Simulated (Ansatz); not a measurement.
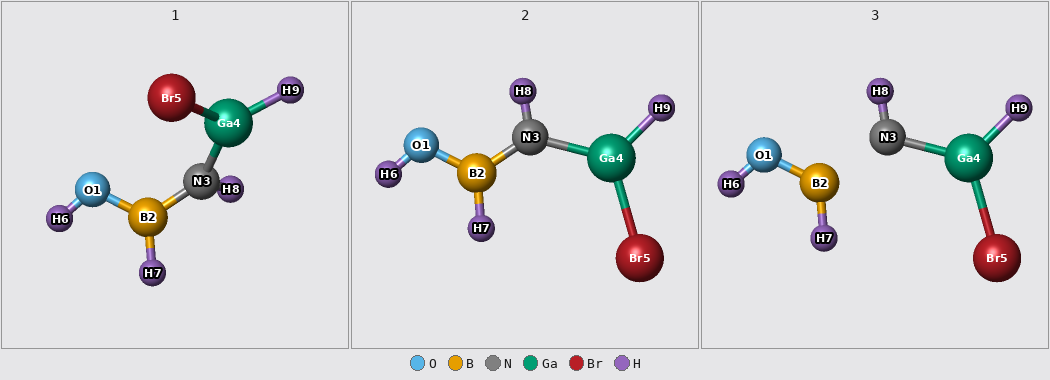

BBrGaH4NO, SMILES OB[NH][GaH][Br]. The first coordinate is: bond length B2–N3; the second: dihedral O1–B2–N3–Ga4. Nothing is relaxed (all other coordinates rigid). Grid: 9 × 9 points. Points are written as (first, second). Energies: kJ/mol, counted from the lowest grid point. The calculation used RKS PBE-D4/def2-SVP (Ansatz).

The numbered pictures are structures from this grid.

Which is the most stable, and how do the others follow?

Answer. 2, at (1.423 Å, −180°): 0 kJ/mol; 1, at (1.423 Å, 60°): 43 kJ/mol; 3, at (1.810 Å, −180°): 135 kJ/mol.

The map, with the structures marked:

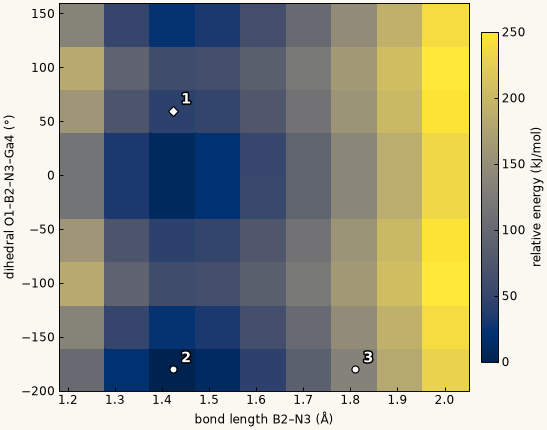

Drawn: one coloured cell a grid point.
